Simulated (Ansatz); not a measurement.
The parent structure is AlN in the wurtzite structure (space group P6_3mc, No. 186; a = 3.1302 Å, c = 5.0180 Å).

Modification: an isotropic linear strain of −1.80 %; the atoms relax in the strained cell.

Level of theory: PBE (Ansatz, a quantum-chemistry and plane-wave program; PAW; 420 eV plane waves; spin-orbit coupling left out).

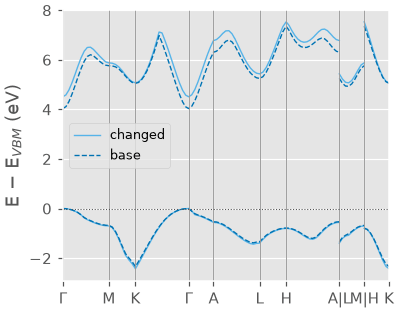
Figure: Highest valence and lowest conduction band along the path, each from its own valence-band maximum

**Question.** Read the changed gap and its character from the plot.

**Answer.** About 4.5 eV, direct at Γ.

Whether these cells are dynamically stable was not tested.
